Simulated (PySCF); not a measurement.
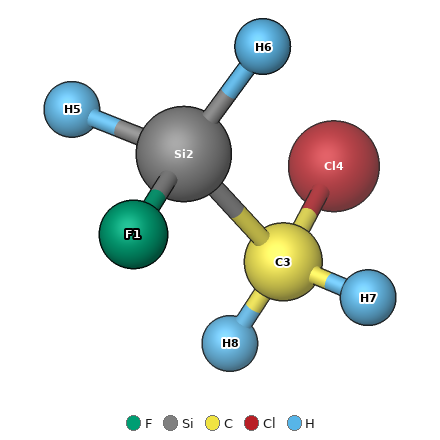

CH₄ClFSi (chloromethylfluorosilane), SMILES F[SiH2]CCl. Vertical core-electron binding energies by ΔSCF (SCAN, pcX-2 on the ionised atom, pcseg-1 elsewhere, spin-free X2C; PySCF, at a PBE0-D3(BJ)/def2-SVP geometry (no frequency check)), gas phase, against the vacuum level. One atom of each kind was ionised; within a panel, areas follow the number of like atoms and 2j + 1 (2p levels are split by first-order spin-orbit coupling, an approximation), each panel is scaled alone, Gaussians of 0.8 eV full width. Only the regions named are shown. Lines closer than the width merge in the curve.

**Predict the Cl 2p, Si 2p and Si 1s photoelectron lines.**

```tsv
level	atoms	binding energy (eV)
Cl 2p1/2	Cl4	208.1
Cl 2p3/2	Cl4	206.5
Si 2p1/2	Si2	109.0
Si 2p3/2	Si2	108.4
Si 1s	Si2	1848.2
```

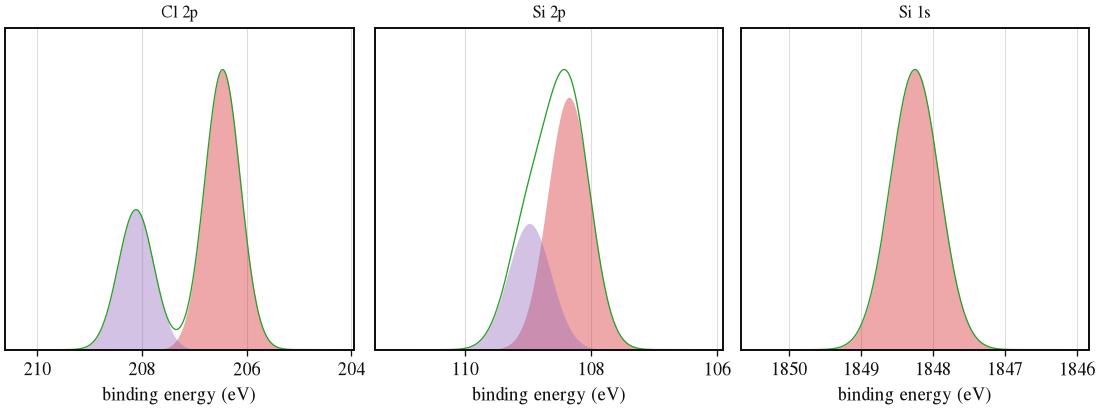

Caveats: one conformer of a flexible molecule.
